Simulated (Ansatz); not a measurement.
## Geometry relaxation of CH₆AlNO (part 2 of 2)

CH₆AlNO; UKS BLYP-D4/def2-SVP (Ansatz 0.2.0). The input holds or restrains some coordinates. It belongs to a series of runs on one base structure; here: pulled along the bonds that form and break, towards end B.

Geometry of the input (Å):
```
Al -0.9132  -1.3847  0.8380
O  0.3030  0.0855  -0.2099
C  1.2939  0.6674  -0.9958
N  -1.9388  0.0135  0.9230
H  -0.8124  0.4359  0.3263
H  -0.4178  -2.8226  0.9922
H  0.8670  1.0556  -1.9275
H  1.7668  1.4930  -0.4518
H  2.0620  -0.0724  -1.2442
H  -2.2107  0.5287  1.7496
```

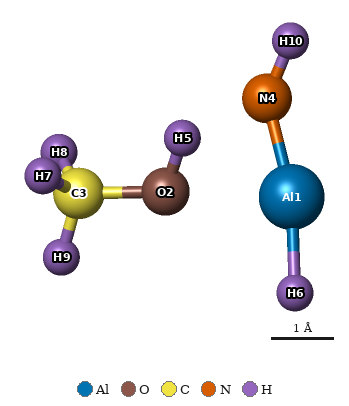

Fig. 1: The geometry at step 10 of the log (ball-and-stick view, seen at a tilt; atoms are numbered from 1 in the order of the input).

## Trajectory as extended XYZ, continued
```
10
Properties=species:S:1:pos:R:3:forces:R:3 step=3 energy=-11259.25903
Al   -1.1682   -1.5890    1.0365   -1.1203   3.0587   0.1667
O     0.3722    0.2728   -0.2810   -3.9585  -4.9858   4.0445
C     1.3352    0.7146   -1.0349    1.4154   2.0062  -1.4428
N    -2.1565   -0.1365    1.0315    1.4969  -1.4675  -0.5385
H    -0.4918    0.5445    0.1417   -0.1499   0.9953  -0.5310
H    -0.4074   -2.8701    0.9926    0.5588  -1.2860  -0.2694
H     0.8785    1.0735   -1.9594    0.5579   0.6470  -1.2256
H     1.7966    1.5197   -0.4600    1.2523   0.9949  -0.4289
H     2.0730   -0.0776   -1.2496    0.2623  -0.1374  -0.1305
H    -2.2319    0.5480    1.7824   -0.3150   0.1744   0.3555
10
Properties=species:S:1:pos:R:3:forces:R:3 step=4 energy=-11259.29540
Al   -1.3068   -1.6688    1.1480   -0.4098   1.9300   0.0710
O     0.4009    0.2970   -0.2889   -1.9894  -4.9082   2.9432
C     1.3641    0.7490   -1.0598    0.9151   1.5469  -1.0226
N    -2.2338   -0.2040    1.0788    0.9758  -0.8480  -0.0403
H    -0.4168    0.6093    0.0872   -1.2441   1.4438  -0.0311
H    -0.3977   -2.9026    0.9848    0.0864  -0.5766  -0.2052
H     0.9039    1.0945   -1.9953    0.6222   0.5903  -0.9753
H     1.8402    1.5508   -0.4823    1.1325   0.8638  -0.5703
H     2.0836   -0.0721   -1.2580    0.2046   0.1094  -0.1689
H    -2.2379    0.5469    1.7854   -0.2933  -0.1516  -0.0006
10
Properties=species:S:1:pos:R:3:forces:R:3 step=5 energy=-11259.75935
Al   -1.4134   -1.7375    1.2960    0.3102   0.8170  -0.2378
O     0.4202    0.2714   -0.2739   -1.2885  -2.3120   1.7034
C     1.3983    0.7855   -1.0830   -0.0396   0.8958  -0.2808
N    -2.2582   -0.2594    1.1224    0.5391  -0.2576   0.1439
H    -0.4232    0.6782    0.0497    0.4669   0.5334  -0.6738
H    -0.4588   -2.9629    0.9869   -0.2678  -0.1120  -0.0198
H     0.9850    1.1402   -2.0553    0.2724   0.2222  -0.2150
H     1.9378    1.6125   -0.5652    0.3053   0.2274  -0.3333
H     2.1236   -0.0314   -1.2914    0.0241   0.1047  -0.0355
H    -2.3115    0.5034    1.8137   -0.3221  -0.1190  -0.0512
10
Properties=species:S:1:pos:R:3:forces:R:3 step=6 energy=-11259.98593
Al   -1.4164   -1.7424    1.3761    0.3623   0.3881  -0.3771
O     0.4531    0.2221   -0.2642   -0.0135  -1.1729   0.5645
C     1.4130    0.8125   -1.0939    0.0346   0.2939  -0.2070
N    -2.1733   -0.2357    1.1270   -0.1595   0.7483   1.1917
H    -0.3756    0.6855   -0.0339   -0.0998   0.4812  -0.2062
H    -0.5756   -3.0362    1.0124   -0.1683  -0.0329   0.0495
H     1.0189    1.1738   -2.0779   -0.0372   0.0113   0.0690
H     1.9714    1.6620   -0.6202   -0.0936  -0.0108  -0.0125
H     2.1609    0.0207   -1.3191    0.0103   0.0996  -0.0228
H    -2.4766    0.4378    1.8935    0.1647  -0.8058  -1.0491
10
Properties=species:S:1:pos:R:3:forces:R:3 step=7 energy=-11260.13312
Al   -1.4178   -1.7579    1.3487    0.1631   0.4992  -0.1733
O     0.5925    0.1785   -0.1449   -0.1350  -0.3247   0.1851
C     1.4164    0.8341   -1.0909   -0.0170   0.1217  -0.1460
N    -2.1056   -0.2222    1.1714   -0.0185   0.2877   0.4626
H    -0.2861    0.6054   -0.0105    0.0848   0.0359  -0.0001
H    -0.7433   -3.1451    1.0167   -0.0802   0.0109  -0.0186
H     0.8963    1.0965   -2.0511    0.0368  -0.0402   0.1921
H     1.9012    1.7674   -0.6970   -0.1612  -0.0626  -0.0197
H     2.2443    0.1404   -1.3505   -0.0298   0.0002  -0.0026
H    -2.4980    0.5027    1.8079    0.1571  -0.5283  -0.4795
10
Properties=species:S:1:pos:R:3:forces:R:3 step=8 energy=-11260.18302
Al   -1.4265   -1.7290    1.3170    0.2991   0.0445  -0.1596
O     0.7094    0.1571   -0.0564    0.0885  -0.2931   0.0571
C     1.4088    0.8278   -1.0954   -0.0123  -0.0082   0.0137
N    -2.0902   -0.1988    1.1508    0.0035   0.3236   0.1595
H    -0.1550    0.5762    0.1376   -0.2425   0.1274   0.0508
H    -0.7807   -3.1245    0.9809   -0.0325  -0.0114  -0.0121
H     0.7936    1.0220   -2.0097   -0.0086  -0.0284   0.0970
H     1.8541    1.8030   -0.7689   -0.0985  -0.0487  -0.0082
H     2.2547    0.1764   -1.4008   -0.0183   0.0167  -0.0060
H    -2.5683    0.4898    1.7448    0.0215  -0.1223  -0.1922
10
Properties=species:S:1:pos:R:3:forces:R:3 step=9 energy=-11260.21513
Al   -1.4542   -1.7059    1.2325    0.3108   0.1652  -0.2094
O     0.8023    0.1722    0.0544    0.0694  -0.1818  -0.0656
C     1.3894    0.7881   -1.0864    0.0125   0.0022   0.0114
N    -2.0216   -0.1226    1.1731   -0.0415   0.1451   0.1504
H    -0.0287    0.6368    0.2804   -0.3591   0.0405   0.1907
H    -0.7315   -3.0598    0.8692   -0.0475   0.0033   0.0196
H     0.6959    0.8809   -1.9593    0.0019  -0.0313   0.0792
H     1.7959    1.8082   -0.8660   -0.0575  -0.0632  -0.0078
H     2.2450    0.1597   -1.4073    0.0017  -0.0082  -0.0052
H    -2.6926    0.4422    1.7095    0.1092  -0.0717  -0.1633
10
Properties=species:S:1:pos:R:3:forces:R:3 step=10 energy=-11260.24000
Al   -1.4275   -1.6850    1.1403    0.2148   0.2070  -0.1209
O     0.8940    0.2191    0.1472    0.1288  -0.3748   0.0271
C     1.3680    0.7739   -1.0756   -0.1436   0.0314   0.0623
N    -1.9860   -0.1012    1.1704    0.0960   0.0569   0.0206
H     0.0662    0.6624    0.4225   -0.3830   0.1170   0.0806
H    -0.7547   -3.0759    0.8301    0.0063   0.0430  -0.0131
H     0.5993    0.7818   -1.8864    0.0218  -0.0132   0.0232
H     1.7412    1.8200   -0.9501   -0.0103  -0.0283  -0.0200
H     2.2204    0.1558   -1.4241   -0.0104  -0.0038   0.0179
H    -2.7210    0.4489    1.6255    0.0796  -0.0352  -0.0778
10
Properties=species:S:1:pos:R:3:forces:R:3 step=11 energy=-11260.24415
Al   -1.4172   -1.6532    1.0386    0.2979  -0.0017  -0.1101
O     0.9999    0.2484    0.2628   -0.0077  -0.0865  -0.4374
C     1.3222    0.7444   -1.0488   -0.0828  -0.0026   0.1103
N    -1.9300   -0.0670    1.1750   -0.2659   0.4380   0.1178
H     0.1778    0.6892    0.5639   -0.3502   0.0423   0.1326
H    -0.7267   -3.0379    0.7450    0.0190   0.0318  -0.0059
H     0.4835    0.6529   -1.7967    0.2051   0.0052   0.3152
H     1.6604    1.8169   -1.0369   -0.1486  -0.2277   0.0524
H     2.1764    0.1440   -1.4238   -0.0390  -0.0059  -0.0161
H    -2.7465    0.4620    1.5207    0.3724  -0.1929  -0.1589
10
Properties=species:S:1:pos:R:3:forces:R:3 step=12 energy=-11260.26241
Al   -1.3957   -1.6220    0.9919    0.1897   0.3536  -0.0843
O     1.0482    0.2508    0.2969    0.0098  -0.3652  -0.0432
C     1.3035    0.7148   -1.0298   -0.3278   0.1415   0.0703
N    -1.9031   -0.0274    1.1839    0.0429  -0.0285  -0.0525
H     0.2254    0.6735    0.6208   -0.3552   0.0953   0.1069
H    -0.6754   -2.9889    0.6853    0.0082   0.0231   0.0186
H     0.4193    0.5811   -1.7093    0.2136   0.0199   0.0755
H     1.5810    1.8013   -1.0409    0.0140  -0.1785  -0.0730
H     2.1519    0.1310   -1.4420   -0.0205   0.0385   0.0199
H    -2.7552    0.4858    1.4432    0.2253  -0.0996  -0.0382
10
Properties=species:S:1:pos:R:3:forces:R:3 step=13 energy=-11260.26530
Al   -1.3914   -1.6190    0.9851    0.2082   0.3194  -0.0856
O     1.0577    0.2529    0.3066   -0.0039  -0.3645  -0.0341
C     1.2951    0.7114   -1.0245   -0.2714   0.1270   0.0547
N    -1.8993   -0.0247    1.1670    0.0551  -0.0093  -0.0432
H     0.2373    0.6756    0.6355   -0.3659   0.0901   0.1157
H    -0.6687   -2.9849    0.6800    0.0057   0.0207   0.0165
H     0.4050    0.5732   -1.6932    0.1830   0.0158   0.0624
H     1.5716    1.7973   -1.0447    0.0132  -0.1538  -0.0675
H     2.1401    0.1279   -1.4440   -0.0203   0.0361   0.0166
H    -2.7476    0.4902    1.4320    0.1963  -0.0815  -0.0354
10
Properties=species:S:1:pos:R:3:forces:R:3 step=14 energy=-11260.26395
Al   -1.3609   -1.6095    0.9212    0.2879   0.1437  -0.0948
O     1.1206    0.2793    0.3841   -0.0243  -0.2177  -0.2523
C     1.2309    0.6914   -0.9836    0.0291  -0.0265   0.0035
N    -1.8480   -0.0185    1.1130    0.0000   0.1831  -0.0298
H     0.3286    0.7155    0.7626   -0.3549   0.0181   0.0663
H    -0.6293   -2.9734    0.6371    0.0083   0.0040   0.0254
H     0.2963    0.5218   -1.5736    0.0486   0.0266   0.0976
H     1.5172    1.7674   -1.0933   -0.0703  -0.0637   0.0796
H     2.0398    0.0967   -1.4598   -0.0520  -0.0109   0.0894
H    -2.6954    0.5291    1.2921    0.1275  -0.0567   0.0150
10
Properties=species:S:1:pos:R:3:forces:R:3 step=15 energy=-11260.25960 accepted=F
Al   -1.3578   -1.5910    0.8813    0.2974   0.1309   0.0310
O     1.1490    0.2627    0.3762   -0.1562  -0.3947   0.1040
C     1.2251    0.6921   -0.9762    0.0753  -0.0397  -0.1031
N    -1.8838   -0.0053    1.0061    0.2808  -0.0276   0.0000
H     0.3221    0.6400    0.7345   -0.4553   0.1261   0.2819
H    -0.5752   -2.9469    0.6947   -0.0528   0.0423  -0.0493
H     0.2692    0.5475   -1.5308    0.0096   0.0115  -0.0254
H     1.5136    1.7651   -1.0543    0.0232   0.0591  -0.0835
H     2.0096    0.0863   -1.4705    0.0349   0.0392  -0.1022
H    -2.6720    0.5494    1.3389   -0.0569   0.0528  -0.0534
10
Properties=species:S:1:pos:R:3:forces:R:3 step=16 energy=-11260.27269
Al   -1.3525   -1.6060    0.9196    0.2277   0.2374  -0.0444
O     1.1272    0.2742    0.3778   -0.0384  -0.3146  -0.0523
C     1.2314    0.6923   -0.9822    0.0059  -0.0078  -0.0094
N    -1.8603   -0.0172    1.0659    0.1916   0.0400  -0.0336
H     0.3205    0.6872    0.7477   -0.4067   0.0593   0.1351
H    -0.6284   -2.9712    0.6522    0.0355  -0.0465  -0.0099
H     0.2945    0.5213   -1.5622    0.0028   0.0022   0.0004
H     1.4999    1.7715   -1.0769   -0.0008  -0.0017   0.0050
H     2.0420    0.1034   -1.4577   -0.0041   0.0064   0.0026
H    -2.6745    0.5444    1.3157   -0.0136   0.0253   0.0065
```

## Results in brief

```csv
quantity,value
outcome,converged under the restraints of the input
total energy,−11260.2730 eV
mean-field energy,−11259.9470 eV
"largest force (length of the vector) at the end, held atoms and coordinates included",0.433 eV/Å
hardware,"2 threads of Arm Neoverse V1, 24 GiB of memory available, shared host"
wall time,43 s (CPU time 83 s)
peak memory,0.17 GiB
```
